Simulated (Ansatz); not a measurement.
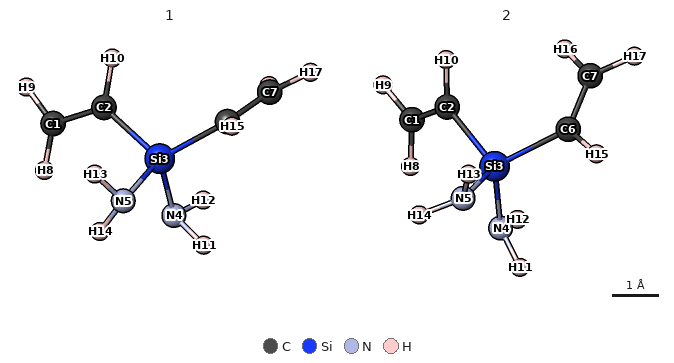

Two geometries of C₄H₁₀N₂Si (coarse preliminary run), drawn at one scale. One is the start of a relaxation, the other its converged end. Style: ball-and-stick. Shown at a tilt.

All numbers below come from RKS PBE-D4/def2-SVP (Ansatz). (force threshold 0.03 eV/Å; at most 200 steps)

Q: Which geometry has the lower energy?

A: Structure 2 is the relaxed one. The start comes from a force field. Over 15 accepted moves (16 points after the start) the energy falls by 152.6 kJ/mol. The largest force component goes from 6.3 to 0.014 eV/Å. The line search rejected the trial step at point 11 of the run. The atom that moves furthest after the best rigid fit is H16 (1.30 Å). Largest moves by element: H 1.30 Å, C 0.61 Å, N 0.37 Å, Si 0.17 Å. Near-neighbour distances that change, for instance: Si3–N4 1.599 → 1.751 Å, Si3–C6 1.804 → 1.885 Å, Si3–N5 1.696 → 1.750 Å, C1–H8 1.053 → 1.105 Å. Among the angles between lasting bonds that change: Si3–N5–H14 103.5° → 117.4°, H11–N4–H12 99.7° → 109.9°, Si3–N4–H12 108.3° → 117.7°. Groups turn about Si3–C6 by about 45°, Si3–N5 by about 35°, C2–Si3 by about 30°.
